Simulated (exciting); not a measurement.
Consider KZnF3, space group Pm-3m.

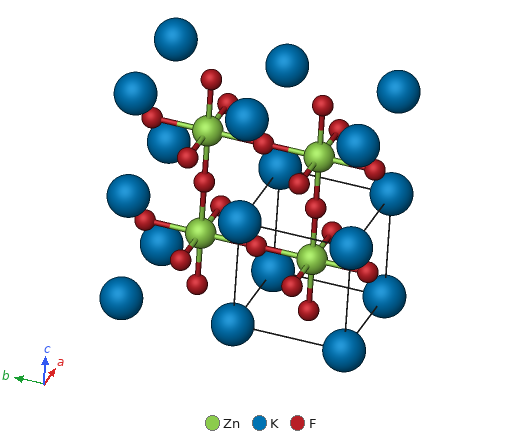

The structure (zinc green, potassium blue, fluorine red). 1×2×2 cells are drawn. Some periodic images of atoms are drawn too.

```cif
data_structure
_symmetry_space_group_name_H-M 'P 1'
_symmetry_Int_Tables_number 1
_cell_length_a 4.0500
_cell_length_b 4.0500
_cell_length_c 4.0500
_cell_angle_alpha 90.000
_cell_angle_beta 90.000
_cell_angle_gamma 90.000
_cell_volume 66.43
loop_
_atom_site_label
_atom_site_type_symbol
_atom_site_fract_x
_atom_site_fract_y
_atom_site_fract_z
_atom_site_occupancy
Zn1 Zn 0.50000 0.50000 0.50000 1
K2 K 0.00000 0.00000 0.00000 1
F3 F 0.50000 0.00000 0.50000 1
F4 F 0.00000 0.50000 0.50000 1
F5 F 0.50000 0.50000 0.00000 1
```

Absorber: atom 2, with 12 F at 2.86 Å (cuboctahedral, site symmetry m-3m). Method: exciting, all-electron LAPW+lo, LDA, spinor conduction states, exchange and screened direct term (singlet BSE), 2×2×2 shifted k points, 30 conduction spinor bands, |G+q| up to 4.5 bohr⁻¹ (3.9 in the exchange term), full RPA screening with nempty = 54, Lorentzian half width 0.25 eV.

Question: Predict the K L₂,₃ near-edge structure at this level.

Bound core exciton? Yes on this mesh: the first bright state (over 5 % of the brightest) lies at -0.69 eV from the Kohn–Sham onset and at -2.10 eV from the lowest bare transition of its own mesh; weaker or dark states reach down to -0.89 eV. Maxima (height): 0.0 eV (1.00), 2.7 eV (0.69) and 13.2 eV (0.07).

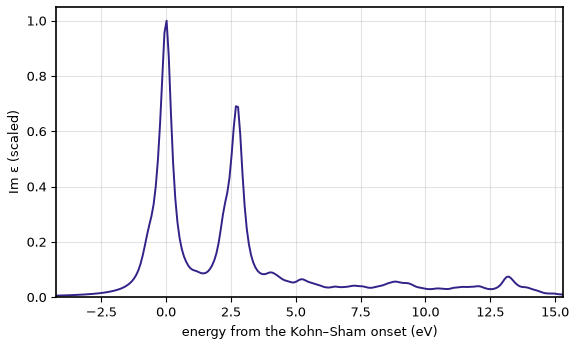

Energy from the Kohn–Sham onset, core level to the lowest empty state found on the meshes used; Im ε in relative units.

Binding energies aren't converged on 8 k points, and the weak maxima beyond the white lines are largely noise of the mesh. The multiplet shape isn't converged in the kernel cutoffs, and the cutoff of the direct term wasn't varied. Measured L₃ and L₂ lines of such d⁰ ions are about equally strong. The zero comes from the unshifted 4×4×4 ground-state mesh; it is exact only where the band minimum lies on that mesh. The Kohn–Sham onset, 274 eV, is no photon energy (tabulated edge of the element: 294.6 eV): the scale needs a rigid shift. Bands and screening come from semilocal DFT, whose small gap overscreens. Charge-transfer satellites and vibrations lie outside this two-particle theory. The structure is a published determination, not relaxed.

[Banner, clock and machine lines of the logs are left out without a mark of their own.]

[Logs are printed without paths, hosts, clocks, repeated set-up lines and the standing remarks that a program may print on its own settings, such as how far it seeks lower states.]

[Hosts, paths, dates, database ids (printed as entryN), source tags and the programs' standing remarks are cut or masked in the printed files.]
